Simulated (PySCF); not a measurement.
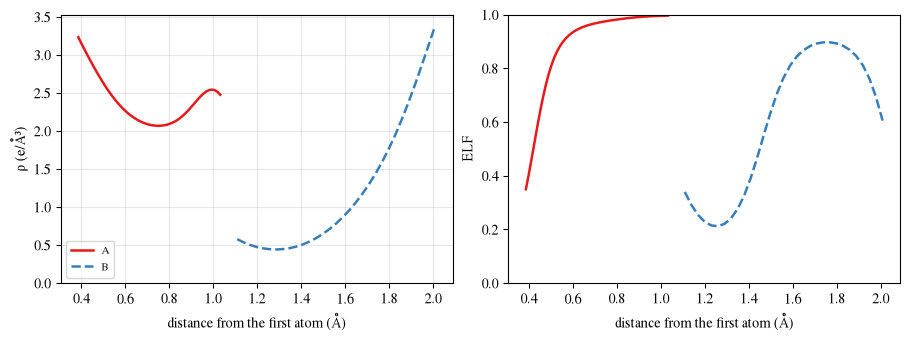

*H₈LaN₄ (charge −1). Electron density and ELF along straight lines between neighbouring atoms. The curves leave out the atomic cores.*

Core potentials replace the inner electrons of La; the highest occupied orbital lies above zero, a sign that basis and functional describe the outermost electron poorly.

These are results of PySCF 2.14.0, RKS BP86, La lcecp-1-SVP with ECP46, N def2-SVP, H def2-SVP; non-relativistic Hamiltonian with scalar-relativistic core potentials where named; density fitting, not measurements.

```yaml
atoms:
  - { symbol: La, position_ang: [-0.0001, 0.0000, 0.0000] }
  - { symbol: N, position_ang: [1.4395, 1.4050, 1.3061] }
  - { symbol: H, position_ang: [2.3106, 1.0498, 1.7364] }
  - { symbol: H, position_ang: [1.4571, 2.4210, 1.4875] }
  - { symbol: N, position_ang: [-1.4396, -1.3061, 1.4051] }
  - { symbol: H, position_ang: [-1.4568, -1.4875, 2.4213] }
  - { symbol: H, position_ang: [-2.3109, -1.7363, 1.0504] }
  - { symbol: N, position_ang: [1.4395, -1.4050, -1.3061] }
  - { symbol: H, position_ang: [1.4571, -2.4210, -1.4875] }
  - { symbol: H, position_ang: [2.3106, -1.0498, -1.7364] }
  - { symbol: N, position_ang: [-1.4396, 1.3061, -1.4051] }
  - { symbol: H, position_ang: [-2.3109, 1.7363, -1.0504] }
  - { symbol: H, position_ang: [-1.4568, 1.4875, -2.4213] }
```

> Which curve belongs to which contact (La–N and N–H)? The first atom named is at distance zero.

Curve A: N–H (1.03 Å): the density is about 2.6 e/Å³ at the midpoint; the ELF climbs to about 1 towards the hydrogen, as it does in any bond to H; an ordinary covalent bond to hydrogen. Curve B: La–N (2.40 Å): ρ at the midpoint is about 0.47 e/Å³; the ELF peaks at about 0.90 in the valence shell of N, 0.6 Å from its nucleus, and drops to about 0.20 between the two atoms: a largely ionic contact.
